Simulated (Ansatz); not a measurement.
# HF/3-21G run of SnSiH6O (SMILES [SiH3][O][SnH3])

What is the energy change on altering one bond length of SnSiH6O at HF/3-21G? 

The calculation is run with Ansatz 0.2.0.

63 further runs of the same task are left out: 63 set aside as unsound or not needed. Runs told in other sessions of the task aren't counted.

**1. The system as given**

The species is SnSiH6O (9 atoms), meant as a singlet with charge 0. As SMILES, `[SiH3][O][SnH3]`. Geometry: relaxed at PBE0-D4/def2-TZVP.

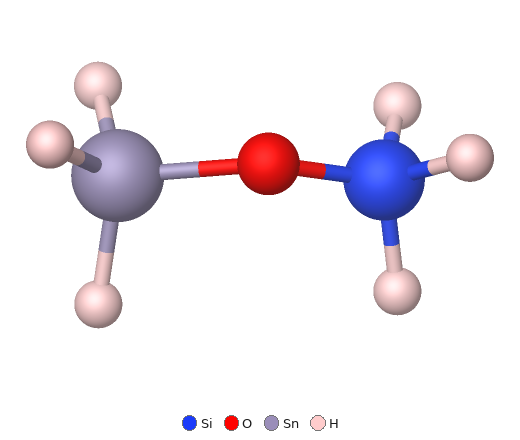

Viewed from a chosen angle; silicon blue, oxygen red, tin purple, hydrogen pink.

**2. The energy at HF/3-21G**

Input file job.yaml:

```yaml
crystal:
  periodic: [false, false, false]
  atoms:
    - {symbol: Si, position_ang: [-0.707500, 1.106300, -0.961800]}
    - {symbol: O, position_ang: [0.549600, 0.232700, -0.411000]}
    - {symbol: Sn, position_ang: [0.837100, -1.145700, 0.956400]}
    - {symbol: H, position_ang: [-1.786000, 0.228100, -1.502000]}
    - {symbol: H, position_ang: [-0.233000, 2.004100, -2.046400]}
    - {symbol: H, position_ang: [-1.309600, 1.937400, 0.121200]}
    - {symbol: H, position_ang: [2.493700, -1.499800, 0.829900]}
    - {symbol: H, position_ang: [-0.166000, -2.460900, 0.544700]}
    - {symbol: H, position_ang: [0.410100, -0.448400, 2.452000]}
basis:
  gaussian:
    orbitals: 3-21G-spherical.json
total_charge: 0
hamiltonian:
  xc: hf
accuracy: high
output: {orbitals: {seedname: orbitals}}
```

The basis set 3-21G is read from a file made from the Basis Set Exchange's data (not shown).

The run is started by

```
ansatz run job.yaml --threads 1 --pin off --max-ram 2610MiB --events-out events.jsonl --progress --plain --runs-dir runs
```

The log of the run:

```text
Warning: RAYON_NUM_THREADS=1 ignored (pool sized by the plan → 1); use --threads N
Functional definition: HF
  name "HF"
  exchange = exact_x
  correlation = 0
1396 factors; integrals over basis functions are off by at most 7.1e-9 eV
mean field evaluation 1: about -173105.8551 eV, gradient 3.5e1 eV
mean field evaluation 2: about -173106.1426 eV, gradient 3.6e1 eV
mean field evaluation 4: about -173108.6733 eV, gradient 1.8e0 eV
mean field evaluation 8: about -173108.7038 eV, gradient 8.3e-2 eV
mean field evaluation 16: about -173108.7038 eV, gradient 3.7e-8 eV
mean field -173108.70379465 eV, -6361.6275271596 hartree, gradient 3.7e-8 eV, S^2 0.000000; 0 other end points of the search recorded, 0 dependent functions left out
reference -173108.70379465 eV, -6361.6275271596 hartree; 39, 39 occupied and 26, 26 virtual orbitals, 1396 factors
Total energy: -173108.70379465 eV, -6361.6275271596 hartree
```

Run time: 1.6 s. Hardware: 1 thread of Arm Neoverse V1, shared host; peak memory 0.16 GiB.

**3. The distorted shape**

Input file job.yaml:

```yaml
crystal:
  periodic: [false, false, false]
  atoms:
    - {symbol: Si, position_ang: [-1.087097, 0.388066, -0.094127]}
    - {symbol: O, position_ang: [0.170003, -0.485534, 0.456673]}
    - {symbol: Sn, position_ang: [0.457503, -1.863934, 1.824073]}
    - {symbol: H, position_ang: [-2.165597, -0.490134, -0.634327]}
    - {symbol: H, position_ang: [-0.233000, 2.004100, -2.046400]}
    - {symbol: H, position_ang: [-1.689197, 1.219166, 0.988873]}
    - {symbol: H, position_ang: [2.114103, -2.218034, 1.697573]}
    - {symbol: H, position_ang: [-0.545597, -3.179134, 1.412373]}
    - {symbol: H, position_ang: [0.030503, -1.166634, 3.319673]}
basis:
  gaussian:
    orbitals: 3-21G-spherical.json
hamiltonian:
  xc: hf
accuracy: high
output: {orbitals: {seedname: orbitals}}
```

The basis set 3-21G is read from a file made from the Basis Set Exchange's data (not shown).

The run is started by

```
ansatz run job.yaml --threads 1 --pin off --max-ram 2610MiB --events-out events.jsonl --progress --plain --runs-dir runs
```

The log of the run:

```text
Warning: RAYON_NUM_THREADS=1 ignored (pool sized by the plan → 1); use --threads N
Functional definition: HF
  name "HF"
  exchange = exact_x
  correlation = 0
1391 factors; integrals over basis functions are off by at most 8.6e-9 eV
mean field evaluation 1: about -173102.2484 eV, gradient 3.5e1 eV
mean field evaluation 2: about -173102.5217 eV, gradient 3.5e1 eV
mean field evaluation 4: about -173105.0519 eV, gradient 2.1e0 eV
mean field evaluation 8: about -173105.0866 eV, gradient 1.1e-1 eV
mean field evaluation 16: about -173105.0867 eV, gradient 3.0e-8 eV
mean field -173105.08670828 eV, -6361.4946016873 hartree, gradient 3.0e-8 eV, S^2 0.000000; 0 other end points of the search recorded, 0 dependent functions left out
reference -173105.08670828 eV, -6361.4946016873 hartree; 39, 39 occupied and 26, 26 virtual orbitals, 1391 factors
Total energy: -173105.08670828 eV, -6361.4946016873 hartree
```

Wall time 1.7 s (1 thread of Arm Neoverse V1, shared host); peak memory 0.16 GiB.

**4. Outcome**

Level: HF/3-21G.

| quantity | value |
| --- | --- |
| first shape: total energy | -6361.62753 Eh |
| first shape: HOMO energy | -11.41 eV |
| first shape: LUMO energy | 2.87 eV |
| first shape: HOMO–LUMO gap | 14.28 eV |
| distorted shape: total energy | -6361.49460 Eh |
| distorted shape: HOMO energy | -8.44 eV |
| distorted shape: LUMO energy | 1.35 eV |
| distorted shape: HOMO–LUMO gap | 9.78 eV |
| energy change with the Si1–H5 bond stretched from 1.486 to 2.674 Å | 3.617 eV |

In words: One bond (distorted shape) is far stretched, which a spin-restricted single reference describes badly; a broken-symmetry solution may lie lower. With the Si1–H5 bond stretched from 1.486 to 2.674 Å the energy rises by 3.62 eV (83 kcal/mol). The first shape isn't relaxed at this level, so the change isn't measured from a minimum. A restricted reference can't describe the breaking bond well at this length. Relativity is left out (first shape) although the molecule holds a heavy atom. Relativity is left out (distorted shape) although the molecule holds a heavy atom.
